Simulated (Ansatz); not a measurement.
# What CaGeS3 in R-3c, a phase reached by a soft mode distorts into, part 2 of 3

Aim: this structure of CaGeS3 in R-3c, a phase reached by a soft mode is to be tested for unstable modes, and one is followed downhill.

Ansatz 0.2.0; DFT PBEsol, scalar-relativistic, plane waves, PAW; PAW set soft_1.

So far. Step 4 (The mode frozen in, largest atomic shift 0.22 Å): The run ends at a pressure of 0.52 GPa, with forces up to 0.11 eV/Å. Step 5 (Energy along the mode, all amplitudes (two of the runs …): The lowest of the steps tried is at 0.22 Å, 10.7 meV/atom below the parent; the bottom of the well need not coincide with a step.

The structure was built from a prototype and need not be the compound's stable phase.

### 6. Relaxing from the distorted cell

Starting from the lowest point found, all atoms and the cell are let go, so that strain and other modes of the same symmetry can join in.

The input, input.yaml:

```yaml
crystal:
  lattice:
    - [3.3836028629, 1.9535240237, 5.0245351162]
    - [-3.3836028629, 1.9535240237, 5.0245351162]
    - [0.0, -3.9070480475, 5.0245351162]
  atoms:
    - { symbol: Ca, position: [0.7354049516, 0.7354049516, 0.7354049516] }
    - { symbol: Ca, position: [0.2354049516, 0.2354049516, 0.2354049516] }
    - { symbol: Ge, position: [0.4964436936, 0.4964436936, 0.4964436936] }
    - { symbol: Ge, position: [-0.0035563064, -0.0035563064, -0.0035563064] }
    - { symbol: S, position: [0.8481270467, 0.2699368997, 0.6582378279] }
    - { symbol: S, position: [0.1582378279, 0.7699368997, 0.3481270467] }
    - { symbol: S, position: [0.3481270467, 0.1582378279, 0.7699368997] }
    - { symbol: S, position: [0.6582378279, 0.8481270467, 0.2699368997] }
    - { symbol: S, position: [0.7699368997, 0.3481270467, 0.1582378279] }
    - { symbol: S, position: [0.2699368997, 0.6582378279, 0.8481270467] }
kpoints:
  mp_grid: { grid: [6, 6, 6] }
hamiltonian:
  xc: pbesol
  pseudopotentials: { kind: paw, azcp: { folder: soft_1 }, xc_functional: pbe }
scf:
  occupations: { method: methfessel_paxton, width: 0.2 }
output:
  forces: true
  stress: true
  eigenvalues: true
relax:
  adjacent_minimum: "off"
  f_tol: 0.002
  max_steps: 120
  cell: { stress_tol: 0.03 }
```

The run is started by

```
$ ansatz run input.yaml --threads 4 --pin off --max-ram 16384MiB --backend cpu --events-out ev --progress --plain --runs-dir out
```

Numbers of over 12 decimals in the logs are rounded to 6 here.

Log:

```text
[...]
Crystal: 10 atoms, lattice volume = 199.272 Å³
Basis set: ecut = 420 eV, 3881 PW (Γ), exchange–correlation on 90×90×90 points (8 copies of the dense FFT grid, shifted against one another)
Bands: 52, of which v1, the nominal top of the filled ones, is band 42 counted from 1 (41 counted from 0)
Symmetry: 6 space group operations
[...]
k-points: 32 of 216 (time reversal used)
[...]
SCF iter   1: F=—  HF=-17416.317219 eV  |F-HF|=—  |Δ(HF+E_count)|=         —  Δρ=5.31e-2  dr2=1.22e1  ethr=3.10e-3  ⟨swp⟩=9.9  Hψ=8111  notcnv=0
[...]
SCF iter   9: F=-17412.502572 eV  HF=-17412.502572 eV  |F-HF|=1.80e-8  |Δ(HF+E_count)|=   2.60e-7  S|Δr|=    0.00e0  Δρ=3.63e-6  dr2=4.04e-8  ethr=1.19e-10  ⟨swp⟩=16.9  Hψ=9339  notcnv=0
SCF 1 converged in 9 iterations: F = -17412.502572 eV  dr2 = 4.04e-8
[...]
relax step   1: F+E_penalty+E_count = -17412.50257161 eV  Δ(F+E_penalty+E_count) = +0.000e0 eV  max|allowed force component| = 1.115e-1 eV/Å  Δτ_max = 0.0000 Å  P = +0.519 GPa  Ω = 199.272 Å³  (9 SCF iters, dr2 threshold 1.00e-7 eV, accepted)
Crystal: 10 atoms, lattice volume = 202.869 Å³
Basis set: ecut = 420 eV, 3989 PW (Γ), exchange–correlation on 90×90×90 points (8 copies of the dense FFT grid, shifted against one another)
[...]
iter 1 solved again at ethr=7.15e-5 eV; its pass at ethr=3.10e-3 eV (dr2=6.00e-2 eV) is discarded
[...]
SCF iter   7: F=-17412.594514 eV  HF=-17412.594514 eV  |F-HF|=2.00e-8  |Δ(HF+E_count)|=   3.36e-6  S|Δr|=    0.00e0  Δρ=8.54e-6  dr2=2.06e-7  ethr=1.19e-9  ⟨swp⟩=8.9  Hψ=7907  notcnv=0
SCF 2 converged in 7 iterations: F = -17412.594514 eV  dr2 = 2.06e-7
[...]
relax step   2: F+E_penalty+E_count = -17412.59451401 eV  Δ(F+E_penalty+E_count) = -9.194e-2 eV  max|allowed force component| = 2.437e-1 eV/Å  Δτ_max = 0.0670 Å  P = +0.004 GPa  Ω = 202.869 Å³  energy of the carried Pulay correction = -6.541e-4 eV  (7 SCF iters, dr2 threshold 1.00e-6 eV, accepted)
Crystal: 10 atoms, lattice volume = 205.214 Å³
Basis set: ecut = 420 eV, 3979 PW (Γ), exchange–correlation on 90×90×90 points (8 copies of the dense FFT grid, shifted against one another)
[...]
SCF iter   7: F=-17412.595328 eV  HF=-17412.595327 eV  |F-HF|=1.01e-6  |Δ(HF+E_count)|=   2.72e-6  S|Δr|=    0.00e0  Δρ=1.50e-5  dr2=6.04e-7  ethr=1.19e-9  ⟨swp⟩=8.1  Hψ=9146  notcnv=0
WARN: on these k-points the computed levels leave a gap of 0.6910 eV at the electron count, 3.5 widths of the methfessel_paxton smearing (0.2000 eV); against the step filling of these same bands (every level under the gap full, every level over it empty) smearing changes F+E_penalty+E_count by +0.264 meV and its σ→0 estimate by -0.391 meV; at least one of the two is larger in size than the energy tolerance (0.100 meV [...]
SCF 3 converged in 7 iterations: F = -17412.595328 eV  dr2 = 6.04e-7
relax step   3: F+E_penalty+E_count = -17412.59532822 eV  Δ(F+E_penalty+E_count) = -8.142e-4 eV  max|allowed force component| = 5.096e-1 eV/Å  Δτ_max = 0.1952 Å  P = +1.016 GPa  Ω = 205.214 Å³  energy of the carried Pulay correction = -1.074e-3 eV  (7 SCF iters, dr2 threshold 1.00e-6 eV, accepted)
[... from here on, the SCF cycles and remarks between the steps are left out ...]
relax step   4: F+E_penalty+E_count = -17412.67578283 eV  Δ(F+E_penalty+E_count) = -8.045e-2 eV  max|allowed force component| = 2.612e-1 eV/Å  Δτ_max = 0.1119 Å  P = -0.388 GPa  Ω = 206.462 Å³  energy of the carried Pulay correction = -1.296e-3 eV  (7 SCF iters, dr2 threshold 1.00e-6 eV, accepted)
relax step   5: F+E_penalty+E_count = -17412.70780687 eV  Δ(F+E_penalty+E_count) = -3.202e-2 eV  max|allowed force component| = 2.307e-1 eV/Å  Δτ_max = 0.0712 Å  P = -0.150 GPa  Ω = 206.436 Å³  energy of the carried Pulay correction = -1.291e-3 eV  (6 SCF iters, dr2 threshold 1.00e-6 eV, accepted)
relax step   6: F+E_penalty+E_count = -17412.72373057 eV  Δ(F+E_penalty+E_count) = -1.592e-2 eV  max|allowed force component| = 1.481e-1 eV/Å  Δτ_max = 0.1560 Å  P = +1.905 GPa  Ω = 208.749 Å³  energy of the carried Pulay correction = -1.698e-3 eV  (7 SCF iters, dr2 threshold 1.00e-6 eV, accepted)
relax step   7: F+E_penalty+E_count = -17412.74395088 eV  Δ(F+E_penalty+E_count) = -2.022e-2 eV  max|allowed force component| = 1.637e-1 eV/Å  Δτ_max = 0.0304 Å  P = -0.471 GPa  Ω = 213.565 Å³  energy of the carried Pulay correction = -2.531e-3 eV  (6 SCF iters, dr2 threshold 1.00e-6 eV, accepted)
relax step   8: F+E_penalty+E_count = -17412.75656912 eV  Δ(F+E_penalty+E_count) = -1.262e-2 eV  max|allowed force component| = 4.171e-2 eV/Å  Δτ_max = 0.0309 Å  P = -0.149 GPa  Ω = 211.937 Å³  energy of the carried Pulay correction = -2.252e-3 eV  (5 SCF iters, dr2 threshold 1.00e-6 eV, accepted)
relax step   9: F+E_penalty+E_count = -17412.75873429 eV  Δ(F+E_penalty+E_count) = -2.165e-3 eV  max|allowed force component| = 7.951e-3 eV/Å  Δτ_max = 0.0214 Å  P = +0.047 GPa  Ω = 212.187 Å³  energy of the carried Pulay correction = -2.295e-3 eV  (6 SCF iters, dr2 threshold 1.14e-7 eV, accepted)
relax step  10: F+E_penalty+E_count = -17412.75886250 eV  Δ(F+E_penalty+E_count) = -1.282e-4 eV  max|allowed force component| = 6.865e-3 eV/Å  Δτ_max = 0.0067 Å  P = -0.001 GPa  Ω = 212.766 Å³  energy of the carried Pulay correction = -2.395e-3 eV  (7 SCF iters, dr2 threshold 5.86e-9 eV, accepted)
relax step  11: F+E_penalty+E_count = -17412.75893410 eV  Δ(F+E_penalty+E_count) = -7.161e-5 eV  max|allowed force component| = 2.479e-3 eV/Å  Δτ_max = 0.0097 Å  P = -0.001 GPa  Ω = 213.422 Å³  energy of the carried Pulay correction = -2.507e-3 eV  (7 SCF iters, dr2 threshold 2.95e-9 eV, accepted)
relax step  12: F+E_penalty+E_count = -17412.75891004 eV  Δ(F+E_penalty+E_count) = +2.406e-5 eV  max|allowed force component| = 1.569e-3 eV/Å  Δτ_max = 0.0076 Å  P = +0.004 GPa  Ω = 213.882 Å³  energy of the carried Pulay correction = -2.586e-3 eV  (8 SCF iters, dr2 threshold 3.84e-10 eV, accepted)
relax step  13: F+E_penalty+E_count = -17412.75886634 eV  Δ(F+E_penalty+E_count) = +4.369e-5 eV  max|allowed force component| = 2.410e-3 eV/Å  Δτ_max = 0.0130 Å  P = +0.007 GPa  Ω = 214.712 Å³  energy of the carried Pulay correction = -2.727e-3 eV  (9 SCF iters, accepted)
[...]
relax step  17: F+E_penalty+E_count = -17412.89960284 eV  Δ(F+E_penalty+E_count) = -4.809e-3 eV  max|allowed force component| = 2.579e-1 eV/Å  Δτ_max = 0.1122 Å  P = +0.070 GPa  Ω = 237.708 Å³  energy of the carried Pulay correction = -6.433e-3 eV  (7 SCF iters, dr2 threshold 1.00e-6 eV, accepted)
relax step  18: F+E_penalty+E_count = -17412.93267892 eV  Δ(F+E_penalty+E_count) = -3.308e-2 eV  max|allowed force component| = 1.445e-1 eV/Å  Δτ_max = 0.0894 Å  P = -0.028 GPa  Ω = 243.748 Å³  energy of the carried Pulay correction = -7.344e-3 eV  (8 SCF iters, dr2 threshold 1.00e-6 eV, accepted)
relax step  19: F+E_penalty+E_count = -17412.94304886 eV  Δ(F+E_penalty+E_count) = -1.037e-2 eV  max|allowed force component| = 1.222e-1 eV/Å  Δτ_max = 0.0417 Å  P = -0.141 GPa  Ω = 240.460 Å³  energy of the carried Pulay correction = -6.851e-3 eV  (7 SCF iters, dr2 threshold 1.00e-6 eV, accepted)
relax step  20: F+E_penalty+E_count = -17412.94490477 eV  Δ(F+E_penalty+E_count) = -1.856e-3 eV  max|allowed force component| = 7.774e-2 eV/Å  Δτ_max = 0.0230 Å  P = -0.151 GPa  Ω = 240.840 Å³  energy of the carried Pulay correction = -6.909e-3 eV  (6 SCF iters, dr2 threshold 9.34e-7 eV, accepted)
relax step  21: F+E_penalty+E_count = -17412.94789950 eV  Δ(F+E_penalty+E_count) = -2.995e-3 eV  max|allowed force component| = 1.032e-2 eV/Å  Δτ_max = 0.0175 Å  P = +0.035 GPa  Ω = 240.093 Å³  energy of the carried Pulay correction = -6.796e-3 eV  (5 SCF iters, dr2 threshold 3.78e-7 eV, accepted)
relax step  22: F+E_penalty+E_count = -17412.94800592 eV  Δ(F+E_penalty+E_count) = -1.064e-4 eV  max|allowed force component| = 1.063e-3 eV/Å  Δτ_max = 0.0042 Å  P = +0.003 GPa  Ω = 240.490 Å³  energy of the carried Pulay correction = -6.856e-3 eV  (6 SCF iters, dr2 threshold 9.24e-9 eV, accepted)
relax step  23: F+E_penalty+E_count = -17413.05583631 eV  Δ(F+E_penalty+E_count) = -1.078e-1 eV  max|allowed force component| = 8.542e-3 eV/Å  Δτ_max = 0.0000 Å  P = +0.511 GPa  Ω = 240.490 Å³  stress off target by 1.37e0 GPa  SCF on the basis re-selected at this cell (its energy is not comparable with the rows above)  (9 SCF iters)
relax step  24: F+E_penalty+E_count = -17413.10612050 eV  Δ(F+E_penalty+E_count) = -5.028e-2 eV  max|allowed force component| = 9.659e-3 eV/Å  Δτ_max = 0.0421 Å  P = +0.206 GPa  Ω = 246.650 Å³  energy of the carried Pulay correction = -8.255e-4 eV  (7 SCF iters, dr2 threshold 1.00e-6 eV, accepted)
relax step  25: F+E_penalty+E_count = -17413.11975014 eV  Δ(F+E_penalty+E_count) = -1.363e-2 eV  max|allowed force component| = 2.678e-2 eV/Å  Δτ_max = 0.0381 Å  P = -0.009 GPa  Ω = 251.251 Å³  energy of the carried Pulay correction = -1.535e-3 eV  (7 SCF iters, dr2 threshold 9.71e-7 eV, accepted)
relax step  26: F+E_penalty+E_count = -17413.11981166 eV  Δ(F+E_penalty+E_count) = -6.152e-5 eV  max|allowed force component| = 3.155e-2 eV/Å  Δτ_max = 0.0090 Å  P = -0.016 GPa  Ω = 251.485 Å³  energy of the carried Pulay correction = -1.572e-3 eV  (7 SCF iters, dr2 threshold 4.48e-8 eV, accepted)
relax step  27: F+E_penalty+E_count = -17413.11922487 eV  Δ(F+E_penalty+E_count) = +5.868e-4 eV  max|allowed force component| = 7.303e-2 eV/Å  Δτ_max = 0.0076 Å  P = +0.194 GPa  Ω = 251.345 Å³  energy of the carried Pulay correction = -1.541e-3 eV  (6 SCF iters, dr2 threshold 6.22e-8 eV, rejected (line search))
relax step  28: F+E_penalty+E_count = -17413.12012872 eV  Δ(F+E_penalty+E_count) = -3.171e-4 eV  max|allowed force component| = 1.189e-2 eV/Å  Δτ_max = 0.0037 Å  P = -0.002 GPa  Ω = 251.487 Å³  energy of the carried Pulay correction = -1.572e-3 eV  (9 SCF iters, accepted)
relax step  29: F+E_penalty+E_count = -17413.12018114 eV  Δ(F+E_penalty+E_count) = -5.242e-5 eV  max|allowed force component| = 8.314e-4 eV/Å  Δτ_max = 0.0024 Å  P = +0.002 GPa  Ω = 251.490 Å³  energy of the carried Pulay correction = -1.573e-3 eV  (6 SCF iters, dr2 threshold 8.83e-9 eV, accepted)
Basis set: ecut = 420 eV, 4871 PW (Γ), exchange–correlation on 108×108×108 points (8 copies of the dense FFT grid, shifted against one another)
[...]
SCF iter   1: F=—  HF=-17413.122095 eV  |F-HF|=—  |Δ(HF+E_count)|=         —  Δρ=1.05e-4  dr2=1.59e-6  ethr=1.71e-6  ⟨swp⟩=3.8  Hψ=12464  notcnv=0
eigensolver tolerance schedule: the retry pair's looser diagonalisation over-reported the residual by 900.56 of it (diagonalisation noise at 0.99 of the residual, at the tolerance the schedule requests for it); recorded, not acted on — ethr = c·dr2/N_el stays at c = 1.0e-1
[...]
SCF iter   2: F=—  HF=-17413.122290 eV  |F-HF|=—  |Δ(HF+E_count)|=   1.95e-4  S|Δr|=    0.00e0  Δρ=5.42e-5  dr2=5.23e-7  ethr=1.89e-9  ⟨swp⟩=3.3  Hψ=3574  notcnv=0
[...]
SCF iter   6: F=-17413.122360 eV  HF=-17413.122360 eV  |F-HF|=3.64e-11  |Δ(HF+E_count)|=  3.64e-12  S|Δr|=    0.00e0  Δρ=9.82e-8  dr2=2.02e-11  ethr=1.00e-12  ⟨swp⟩=8.1  Hψ=8021  notcnv=0
SCF 30 converged in 6 iterations: F = -17413.122360 eV  dr2 = 2.02e-11
relax step  30: F+E_penalty+E_count = -17413.12236037 eV  Δ(F+E_penalty+E_count) = -2.179e-3 eV  max|allowed force component| = 1.016e-3 eV/Å  Δτ_max = 0.0000 Å  P = +0.000 GPa  Ω = 251.490 Å³  stress off target by 2.02e-2 GPa  SCF on the basis re-selected at this cell (its energy is not comparable with the rows above)  (6 SCF iters)
[...]
SCF converged after 6 iterations
[...]
Free energy (F): -17413.122360 eV
[...]
Internal energy: -17413.122360 eV  (E = F + TS)
E sigma→0 (E₀):  -17413.122360 eV
Fermi energy:    5.107107 eV
[...]
--- Forces (eV/Å), atoms counted from 1 ---
  atom   1  Ca     0.00000000    -0.00000000     0.00085660
  atom   2  Ca    -0.00000000    -0.00000000     0.00085660
  atom   3  Ge     0.00000000     0.00000000    -0.00013938
  atom   4  Ge    -0.00000000     0.00000000    -0.00013938
  atom   5  S      0.00044997    -0.00091313    -0.00023900
  atom   6  S      0.00101578     0.00006688    -0.00023900
  atom   7  S     -0.00056581     0.00084626    -0.00023900
  atom   8  S      0.00056581     0.00084626    -0.00023900
  atom   9  S     -0.00044997    -0.00091313    -0.00023900
  atom  10  S     -0.00101578     0.00006688    -0.00023900
  max |Σ_I F_I| component: 4.51e-7 eV/Å
--- Stress (GPa, compression-positive) ---
       -0.009444       0.000000      -0.000000
        0.000000      -0.009444      -0.000000
       -0.000000      -0.000000       0.020156
  P = ⅓ Tr σ = 0.0004 GPa (0.004 kbar)
--- Band table (eV; the first three rows and the last of 32) ---
  k-point 0: bands = [... 38 lower, 3.5486, 3.5579, 4.1637, 4.1637, 6.0387, 6.9134, 7.2933, 8.0168, ... 6 higher]
  k-point 1: bands = [... 38 lower, 3.5035, 3.6139, 3.8995, 4.1038, 6.0916, 7.2000, 7.2701, 7.8215, ... 6 higher]
  k-point 2: bands = [... 38 lower, 3.3962, 3.5510, 3.8240, 4.0046, 6.3077, 7.0396, 7.3788, 7.4401, ... 6 higher]
  k-point 31: bands = [... 38 lower, 3.8532, 3.8532, 3.8532, 3.8532, 6.5655, 6.5655, 7.4393, 7.4393, ... 6 higher]
--- Relaxed structure (28 steps of the walk, 27 accepted, 2 SCFs on fresh bases) ---
  F+E_penalty+E_count = -17413.12236037 eV   max|allowed force component| = 1.016e-3 eV/Å   (the final SCF, on the basis selected at the relaxed cell)
  cell:  # Å, volume = 251.4904 Å³
    - [3.277265, 1.892130, 6.759393]
    - [-3.277265, 1.892130, 6.759393]
    - [0, -3.784260, 6.759393]
  atoms:
    - { symbol: Ca, position: [0.710912, 0.710912, 0.710912] }
    - { symbol: Ca, position: [0.210912, 0.210912, 0.210912] }
    - { symbol: Ge, position: [0.454606, 0.454606, 0.454606] }
    - { symbol: Ge, position: [-0.045394, -0.045394, -0.045394] }
    - { symbol: S, position: [0.906335, 0.291372, 0.644925] }
    - { symbol: S, position: [0.144925, 0.791372, 0.406335] }
    - { symbol: S, position: [0.406335, 0.144925, 0.791372] }
    - { symbol: S, position: [0.644925, 0.906335, 0.291372] }
    - { symbol: S, position: [0.791372, 0.406335, 0.144925] }
    - { symbol: S, position: [0.291372, 0.644925, 0.906335] }
```

Run time: 5.3 min. Hardware: 4 threads of Arm Neoverse V1, shared host; peak memory 0.81 GiB.

The steps of the relaxation (22 of 30):

| step | energy less that of the first step (eV) | largest force component (eV/Å) | pressure (GPa) | volume (Å³) |
| --- | --- | --- | --- | --- |
| 1 | 0.0000 | 0.1115 | 0.52 | 199.27 |
| 2 | -0.0919 | 0.2437 | 0.00 | 202.87 |
| 4 | -0.1732 | 0.2612 | -0.39 | 206.46 |
| 5 | -0.2052 | 0.2307 | -0.15 | 206.44 |
| 7 | -0.2414 | 0.1637 | -0.47 | 213.56 |
| 8 | -0.2540 | 0.0417 | -0.15 | 211.94 |
| 9 | -0.2562 | 0.0080 | 0.05 | 212.19 |
| 11 | -0.2564 | 0.0025 | 0.00 | 213.42 |
| 12 | -0.2563 | 0.0016 | 0.00 | 213.88 |
| 13 | -0.2563 | 0.0024 | 0.01 | 214.71 |
| 15 | -0.3038 | 0.1463 | 0.49 | 225.20 |
| 16 | -0.3922 | 0.2134 | 0.59 | 236.55 |
| 18 | -0.4301 | 0.1445 | -0.03 | 243.75 |
| 19 | -0.4405 | 0.1222 | -0.14 | 240.46 |
| 20 | -0.4423 | 0.0777 | -0.15 | 240.84 |
| 22 | -0.4454 | 0.0011 | 0.00 | 240.49 |
| 23* | -0.5533 | 0.0085 | 0.51 | 240.49 |
| 24 | -0.6035 | 0.0097 | 0.21 | 246.65 |
| 26 | -0.6172 | 0.0315 | -0.02 | 251.49 |
| 27 | -0.6167 | 0.0730 | 0.19 | 251.34 |
| 29 | -0.6176 | 0.0008 | 0.00 | 251.49 |
| 30* | -0.6198 | 0.0010 | 0.00 | 251.49 |

Relaxation steps marked * repeat the geometry before them on a plane-wave basis chosen anew for their cell, so energy and pressure can jump there. Other such steps can lie between the rows shown. Relaxation step 27 was tried and not accepted.

Forces are held to the 6 operations that the run works with; a distortion that breaks them can't arise in this run.

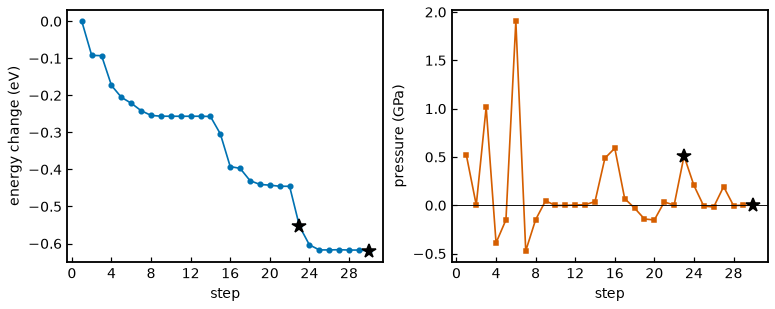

Energy and pressure along the relaxation. Stars mark steps on a basis chosen anew.

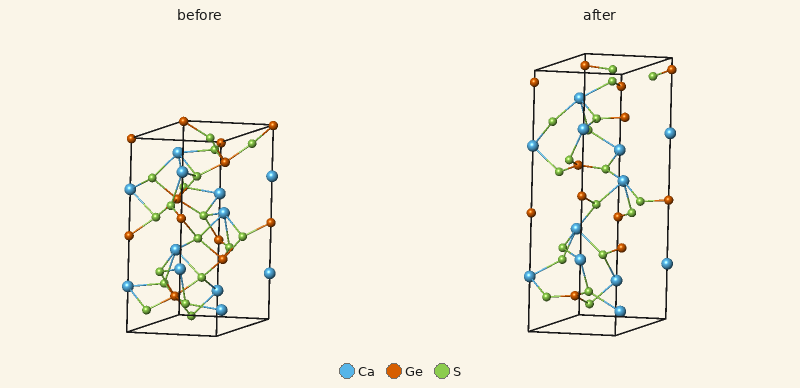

The structure before and after the relaxation, drawn at the same scale. Bonds to atoms that aren't drawn are left out.

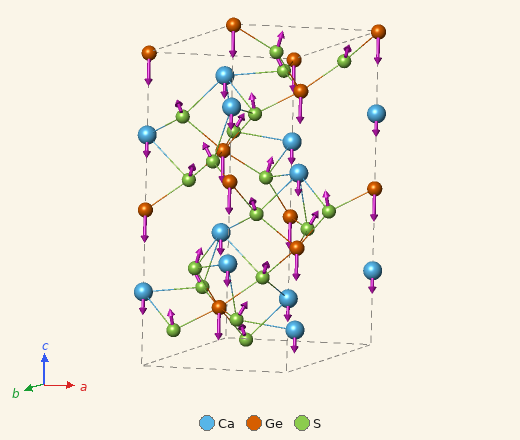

Displacements in the relaxation, exaggerated, measured against the changing cell; the longest in the cell stands for 0.85 Å. Bonds to atoms that aren't drawn are left out. Some periodic images of atoms are drawn too.

| cell as run | before | after | change |
| --- | --- | --- | --- |
| a (Å) | 6.365 | 7.747 | +21.7 % |
| b (Å) | 6.365 | 7.747 | +21.7 % |
| c (Å) | 6.365 | 7.747 | +21.7 % |
| α (°) | 64.23 | 50.06 | -22.1 % |
| β (°) | 64.23 | 50.06 | -22.1 % |
| γ (°) | 64.23 | 50.06 | -22.1 % |
| volume (Å³/atom) | 19.93 | 25.15 | +26.2 % |

The atoms that moved most (Å, as changes of fractional coordinates times the final cell):

| atom | dx | dy | dz | length |
| --- | --- | --- | --- | --- |
| Ge3 | 0.000 | 0.000 | -0.848 | 0.848 |
| Ge4 | 0.000 | 0.000 | -0.848 | 0.848 |
| S9 | -0.121 | 0.201 | 0.448 | 0.506 |
| S6 | -0.114 | -0.205 | 0.448 | 0.506 |
| S5 | 0.121 | 0.201 | 0.448 | 0.506 |
| S8 | -0.234 | 0.004 | 0.448 | 0.506 |
| S10 | 0.114 | -0.205 | 0.448 | 0.506 |
| S7 | 0.234 | 0.004 | 0.448 | 0.506 |

Numbers from this step:

| Quantity | Value |
| --- | --- |
| pressure | 4.23e-4 GPa |
| volume per atom | 25.15 Å³ |
| gap on the k-mesh | 1.875 eV |

The distorted start has space group R3c; the relaxation ends in R3c.

### 7. The new phase in its own primitive cell

The relaxed structure is symmetrised, reduced to its primitive cell and relaxed tightly, as its phonons need.

The input, input.yaml:

```yaml
crystal:
  lattice:
    - [3.2772651614, 1.8921299231, 6.759393202]
    - [-3.2772651614, 1.8921299231, 6.759393202]
    - [0.0, -3.7842598463, 6.759393202]
  atoms:
    - { symbol: Ca, position: [0.2890875296, 0.2890875296, 0.2890875296] }
    - { symbol: Ca, position: [0.7890875296, 0.7890875296, 0.7890875296] }
    - { symbol: Ge, position: [0.5453939682, 0.5453939682, 0.5453939682] }
    - { symbol: Ge, position: [0.0453939682, 0.0453939682, 0.0453939682] }
    - { symbol: S, position: [0.3550749751, 0.7086276793, 0.0936654283] }
    - { symbol: S, position: [0.5936654283, 0.2086276793, 0.8550749751] }
    - { symbol: S, position: [0.2086276793, 0.8550749751, 0.5936654283] }
    - { symbol: S, position: [0.7086276793, 0.0936654283, 0.3550749751] }
    - { symbol: S, position: [0.8550749751, 0.5936654283, 0.2086276793] }
    - { symbol: S, position: [0.0936654283, 0.3550749751, 0.7086276793] }
kpoints:
  mp_grid: { grid: [6, 6, 6] }
hamiltonian:
  xc: pbesol
  pseudopotentials: { kind: paw, azcp: { folder: soft_1 }, xc_functional: pbe }
scf:
  occupations: { method: fixed }
output:
  forces: true
  stress: true
  eigenvalues: true
relax:
  adjacent_minimum: "off"
  f_tol: 0.001
  max_steps: 60
  cell: { stress_tol: 0.01 }
```

Log:

```text
[...]
Crystal: 10 atoms, lattice volume = 251.490 Å³
Basis set: ecut = 420 eV, 4871 PW (Γ), exchange–correlation on 108×108×108 points (8 copies of the dense FFT grid, shifted against one another)
Bands: 52, of which v1, the nominal top of the filled ones, is band 42 counted from 1 (41 counted from 0)
Symmetry: 6 space group operations
[...]
- { symbol: Ge, position: [0.545398, 0.545398, 0.545398] }
    - { symbol: Ge, position: [0.045398, 0.045398, 0.045398] }
    - { symbol: S, position: [0.355122, 0.708531, 0.093713] }
    - { symbol: S, position: [0.593713, 0.208531, 0.855122] }
    - { symbol: S, position: [0.208531, 0.855122, 0.593713] }
    - { symbol: S, position: [0.708531, 0.093713, 0.355122] }
    - { symbol: S, position: [0.855122, 0.593713, 0.208531] }
    - { symbol: S, position: [0.093713, 0.355122, 0.708531] }
[key lines of the parts left out:]
SCF converged after 6 iterations
Free energy (F): -17413.122377 eV
Fermi energy:    4.161618 eV
P = ⅓ Tr σ = 0.0017 GPa (0.017 kbar)
```

The job ended after 43 s (4 threads; peak memory 0.81 GiB).

Little changed from the start: no atom moved by 0.005 Å and no cell edge by 0.1 %.

Numbers from this step:

- pressure: 0.001665 GPa
- gap on the k-mesh: 1.874 eV
- volume per atom: 25.16 Å³
- direct gap on mesh: 1.874 eV

The largest force component left is 0.91 meV/Å and the pressure is 0.002 GPa, within the tolerances set. The cell now holds 25.16 Å³/atom.

[end of part 2 of 3]

[Logs are printed without paths, hosts, clocks, repeated set-up lines and the standing remarks that a program may print on its own settings, such as how far it seeks lower states.]

[Hosts, paths, dates, database ids (printed as entryN), source tags and the programs' standing remarks are cut or masked in the printed files.]
